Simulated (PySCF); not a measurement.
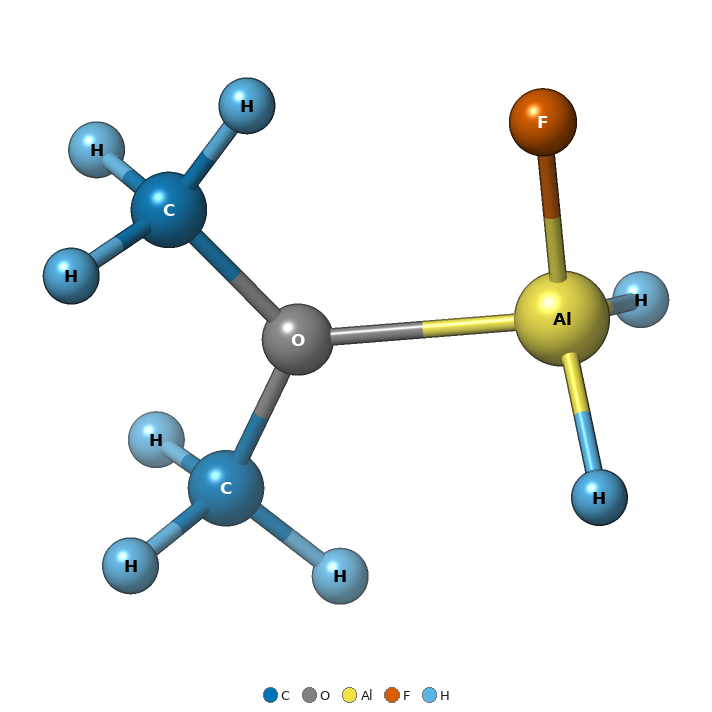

Atoms fade into the background with distance from the viewer. The computed structure is the end point of a PBE0-D3(BJ)/def2-SVP optimisation. No frequency run is at hand to confirm it as a minimum.

Question: List the symmetry elements and name the point group.

Answer: It has 1 mirror plane, so the point group is Cs. The group has 2 operations. The geometry is achiral, and symmetry allows a dipole moment.
